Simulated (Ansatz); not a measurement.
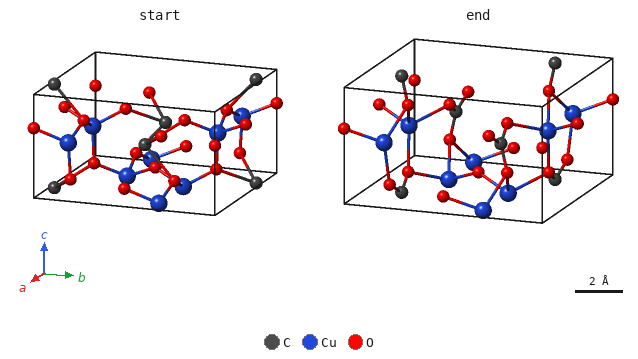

The structure of crystalline Cu2CO4 (a generated structure, set up in Ama2) before (left) and after (right) a relaxation, at one scale.

The picture is a ball-and-stick view of the conventional cell (2 times the calculation's cell), seen slightly off an axis. Lengths and directions refer to the drawn axes.

The start is a swapped structure.

The calculation used DFT, PAW plane waves, PBE+U (Ansatz 0.2.0). Settings: plane-wave cutoff 420 eV; k-point mesh 3 × 5 × 5; occupations cold; smearing width 0.1138 eV; collinear spin; cell and atoms relaxed; force threshold 0.03 eV/Å; at most 60 steps.

Summarise the run.

Answer. The run was cut off at its time limit before the relaxation converged, so the last structure is only a point on the way. After 18 accepted moves (19 points after the start) the energy has fallen by 2477 meV per atom. Largest force component: 7 eV/Å at the start, 0.09 eV/Å at the end. The pressure goes from 67.89 to 0.01 GPa. At 1 point the geometry stayed and the basis and grid were re-selected for the new cell (energy shift of 39.9 meV per atom at most each time). The largest moves relative to the cell, 1.58 Å, are those of C atoms. Largest moves by element: C 1.58 Å, O 0.67 Å, Cu 0.19 Å. The drawn cell changes as follows: a 7.534 → 8.601 Å (+14.2 %), b 8.279 → 9.067 Å (+9.5 %), c 4.586 → 5.157 Å (+12.4 %); the volume changes by +40.6 %. Some distances before and after: C–O 2.100 → 1.293 Å, C–O 2.003 → 1.294 Å, Cu–O 1.611 → 2.156 Å, Cu–O 1.625 → 2.094 Å. Among the angles between lasting bonds that change: Cu–O–Cu 132.8° → 93.3°, Cu–O–Cu 115.8° → 99.7°, O–Cu–O 112.0° → 98.0°. The space group stays Ama2 (No. 40). The program noted that the starting moments weren't kept. The run took 77 min on 2 threads of Arm Neoverse V1, on a shared host, peak memory 1.8 GiB.
